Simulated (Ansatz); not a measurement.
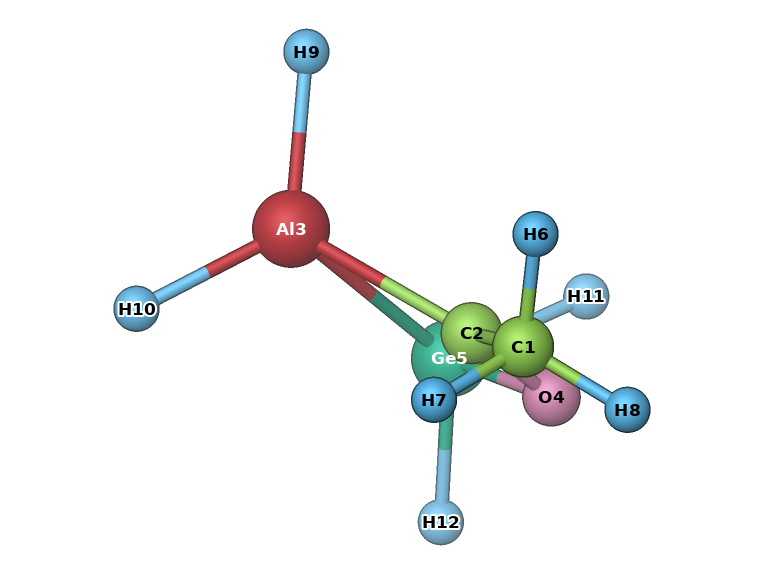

C2 lies behind C1. The molecule seen a little off the C1–C2 bond, C1 in front. Depth is shown by fading: the farther an atom, the more it takes the colour of the background. The geometry was computed by an optimisation with PBE-D4/def2-SVP. No frequency run is at hand to confirm it as a minimum.

What is the torsion angle H6–C1–C2–Al3? The sign is positive where the front bond must turn clockwise to cover the back bond.

Answer. −55°, synclinal (gauche).
